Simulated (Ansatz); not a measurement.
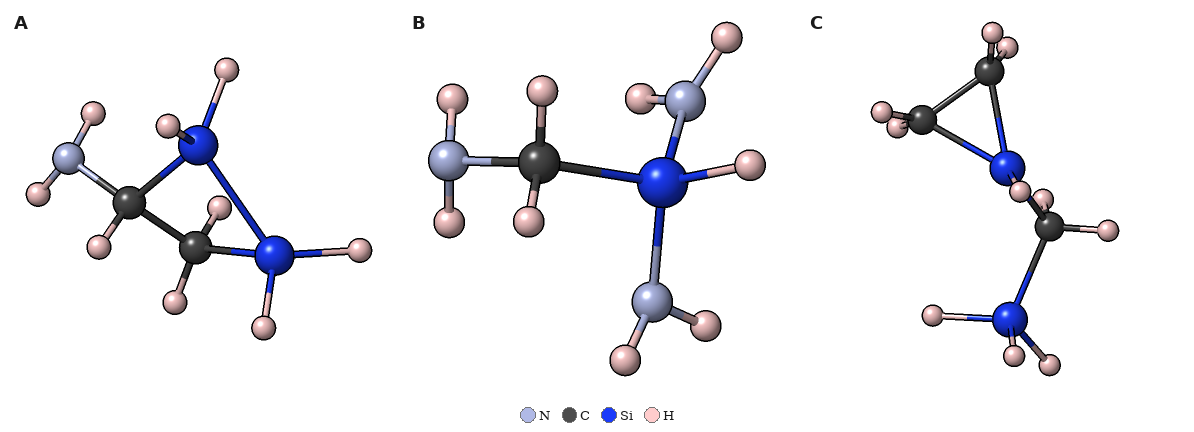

Source: calculation with Ansatz.

**Match each picture to its SMILES.**
(1) N[C@H]1C[SiH2][SiH2]1
(2) NC[SiH](N)N
(3) [SiH3]C[SiH]1CC1

A is (1), B is (2), C is (3).
